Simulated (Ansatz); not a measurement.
## Electronic structure of BH4P···H2 in real space

Input file:

```
crystal:
  periodic: [false, false, false]
  atoms:
    - { symbol: B, position_ang: [0.112714, -0.570741, -0.201463] }
    - { symbol: H, position_ang: [-0.123161, 0.5071, 1.926921] }
    - { symbol: H, position_ang: [1.092619, 0.090842, -0.282241] }
    - { symbol: H, position_ang: [-0.93669, -0.128775, -0.534383] }
    - { symbol: P, position_ang: [0.196173, -2.324632, 0.556488] }
    - { symbol: H, position_ang: [-0.70132, -3.003963, -0.278921] }
    - { symbol: H, position_ang: [1.386713, -2.809466, 0.000398] }
    - { symbol: H, position_ang: [-0.130048, -0.182766, 2.055502] }
basis:
  gaussian: { orbitals: "6-31G*" }
hamiltonian:
  xc: hf
relax:
  f_tol: 0.03
  max_steps: 50
output:
  orbitals: {}
```

Launched as:

```sh
ansatz run input.yaml --threads 1 --pin off --max-ram 2048MiB --backend cpu --events-out ev --progress --plain --runs-dir out
```

The fields are those of the run's last geometry, not of the input's.

All numbers below come from Ansatz 0.2.0, RHF/6-31G*.

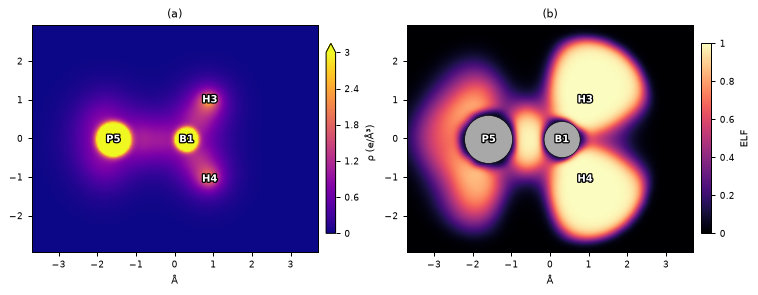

Figure 1. (a) electron density; (b) electron localisation function on the plane of atoms H3, B1 and P5. Grey discs cover the atomic cores in the ELF map.

### Interpret the plot.

- The plane passes through B, H and P nuclei.
- B–P (1.90 Å): the density is about 1.1 e/Å³ at the midpoint; the ELF peaks at about 1 between the atoms (a shared electron pair).
- B–H (1.19 Å): ρ at the midpoint is about 1.3 e/Å³; the ELF climbs to about 1 towards the hydrogen, as it does in any bond to H (a covalent bond by its length).

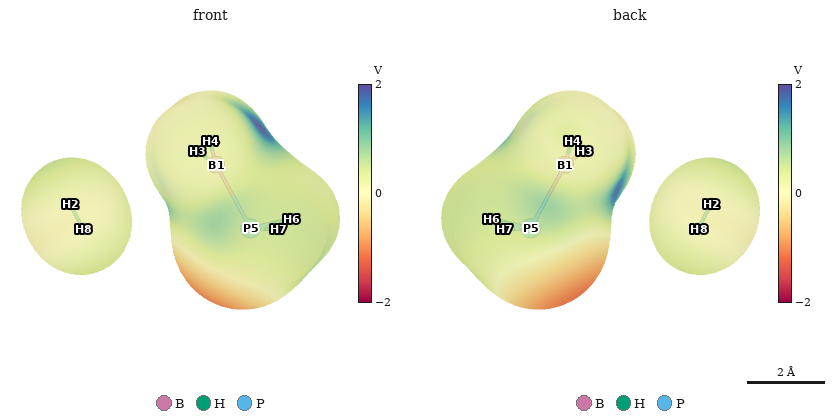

Figure 2. The molecular electrostatic potential painted on the density surface at 0.002 e/bohr³, seen from the front and from behind; the colour scale runs from red (negative) to blue (positive).

### Describe the electrostatic potential map.

The most negative region (about −1.1 V, or −25 kcal/mol for a unit charge) lies over P5, the most positive (about +1.8 V, or +42 kcal/mol for a unit charge) over B1.

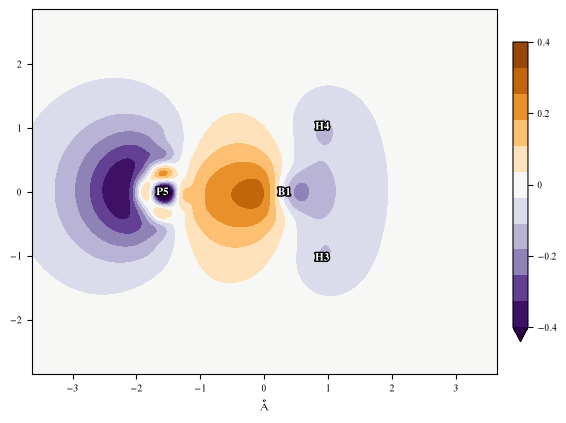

Figure 3. The HOMO on the plane of atoms H4, B1 and P5 (values in Å⁻³ᐟ²; the overall sign is arbitrary).

### What is the character of this orbital?

By Hirshfeld shares it lies mainly on P5 (about 75 %) and B1 (about 15 %); largely a lone pair of P5. Its energy is −9.81 eV.
